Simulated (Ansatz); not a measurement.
# Calculations on AlH₃Cl

Part 1: Relaxation

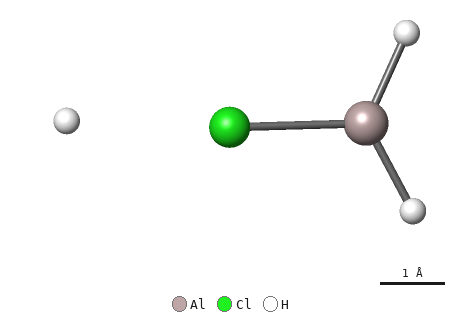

Starting structure of AlH$_{3}$Cl (multiplicity 2). The picture is a ball-and-stick view, seen face on.

The run prepares an end point of a later path (reaction) calculation, from a guessed geometry.

Level of theory: UKS CAM-B3LYP/def2-SVP (Ansatz).

Input
```yaml
crystal:
  periodic: [false, false, false]
  atoms:
    - { symbol: Al, position_ang: [0.008012, 0.005675, -0.092828] }
    - { symbol: Cl, position_ang: [0.065129, 0.129425, 2.093011] }
    - { symbol: H, position_ang: [1.395129, -0.032783, -0.827495] }
    - { symbol: H, position_ang: [-1.413264, -0.032456, -0.759196] }
    - { symbol: H, position_ang: [-0.055006, -0.069862, 4.656508] }
magnetization:
  spin_polarized: true
  initial_magnetization: 1
basis:
  gaussian: { orbitals: def2-SVP }
hamiltonian:
  xc: cam_b3lyp
relax:
  f_tol: 0.03
  max_steps: 50
```

Run as
```bash
ansatz run input.yaml --threads 1 --pin off --max-ram 2048MiB --backend cpu --events-out ev --progress --plain --runs-dir out
```

**Where does the relaxation end?**

H5 moves most after the best rigid fit: 0.41 Å. By element the largest moves are H 0.41 Å, Cl 0.16 Å, Al 0.07 Å. Near-neighbour distances that change, for instance: Al1–Cl2 2.190 → 2.101 Å. Among the angles between lasting bonds that change: H3–Al1–H4 126.9° → 124.8°. Over 6 geometry steps the energy falls by 8.09 kJ/mol. The largest force component goes from 1.3 to 0.0034 eV/Å.

Final geometry:

```xyz
5

Al    0.0127    0.0110   -0.1589
Cl    0.0751    0.1500    1.9368
H     1.3830   -0.0361   -0.9267
H    -1.4005   -0.0356   -0.8445
H    -0.0704   -0.0893    5.0633
```

After the run, drawn alike:

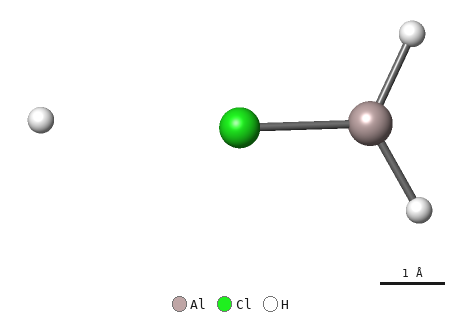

Limits of the set-up: the start holds two separate molecules, 2.6 Å apart at their closest, whose relative position is a soft coordinate and is computed without a dispersion correction.

Part 2: Relaxation

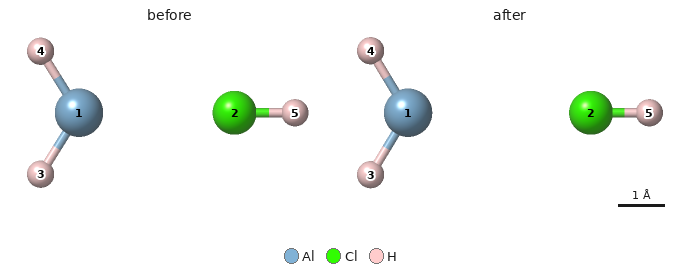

The structure of AlH3Cl (multiplicity 2) before (left) and after (right) a relaxation, at one scale.

Style: ball-and-stick. Shown at a tilt.

The run prepares an end point of a later path (reaction) calculation, from a guessed geometry.

The calculation used UKS CAM-B3LYP/def2-SVP (Ansatz).

Input
```yaml
crystal:
  periodic: [false, false, false]
  atoms:
    - { symbol: Al, position_ang: [0.0, 0.000151, -0.287168] }
    - { symbol: Cl, position_ang: [-1.6e-05, -0.001229, 3.146901] }
    - { symbol: H, position_ang: [1.358266, 8.1e-05, -1.135074] }
    - { symbol: H, position_ang: [-1.358264, 8.1e-05, -1.135078] }
    - { symbol: H, position_ang: [1.4e-05, 0.000916, 4.48042] }
magnetization:
  spin_polarized: true
  initial_magnetization: 1
basis:
  gaussian: { orbitals: def2-SVP }
hamiltonian:
  xc: cam_b3lyp
relax:
  f_tol: 0.03
  max_steps: 50
```

Run as
```bash
ansatz run input.yaml --threads 1 --pin off --max-ram 2048MiB --backend cpu --events-out ev --progress --plain --runs-dir out
```

### What changed between the two?

Cl2 moves most after the best rigid fit: 0.36 Å. By element the largest moves are Cl 0.36 Å, H 0.32 Å, Al 0.24 Å. Near-neighbour distances that change, for instance: Al1–Cl2 3.434 → 4.040 Å, Cl2–H5 1.334 → 1.288 Å. Over 4 geometry steps the energy falls by 6.04 kJ/mol. The largest force component goes from 1.3 to 0.0084 eV/Å.

Limits of the set-up: the start holds two separate molecules, 3.4 Å apart at their closest, whose relative position is a soft coordinate and is computed without a dispersion correction.

Part 3: Path

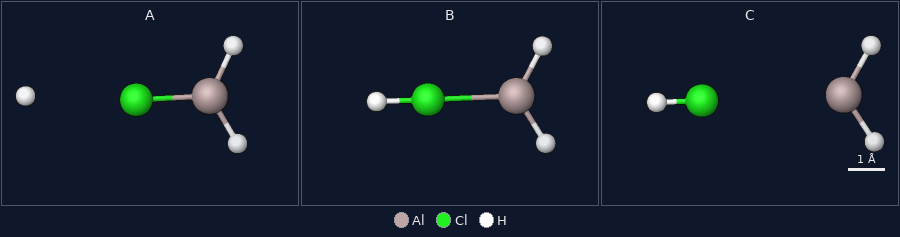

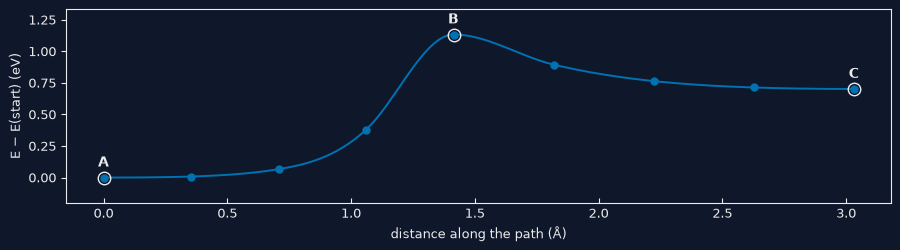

A search for the minimum-energy path of AlH₃Cl (multiplicity 2), made up at the start of AlH₂Cl and H by the nudged elastic band. Images are numbered from 0 (start) to 8 (end). Frames A to C are images 0, 4, 8. The picture is a ball-and-stick view, seen face on.

Method: UKS CAM-B3LYP/def2-SVP in Ansatz. Set-up: 7 movable images; climbing image; force threshold 0.05 eV/Å; iteration limit 60; starting path through a guess of the saddle point.

Describe the mechanism and the energy profile.

Answer. The energy climbs by 1.13 eV to image 4 and then falls by 0.43 eV, so the end point sits at +0.70 eV. Breaking: Al–Cl (2.10 → 4.04 Å). Forming: Cl–H (3.14 → 1.29 Å). The band converged in 9 iterations. The largest component of the band force went from 3.6 to 0.044 eV/Å. The climbing image converged on the top of the path. Its vibrational analysis gives 2 imaginary modes over 30i cm⁻¹, so it isn't confirmed as a transition state.

Limits of the set-up: the start holds two separate molecules, 3.1 Å apart at their closest, whose relative position is a soft coordinate and is computed without a dispersion correction.

Cost: 65 s on 1 thread of Intel(R) Xeon(R) 6975P-C (Granite Rapids) (shared host), peak memory 0.14 GiB.
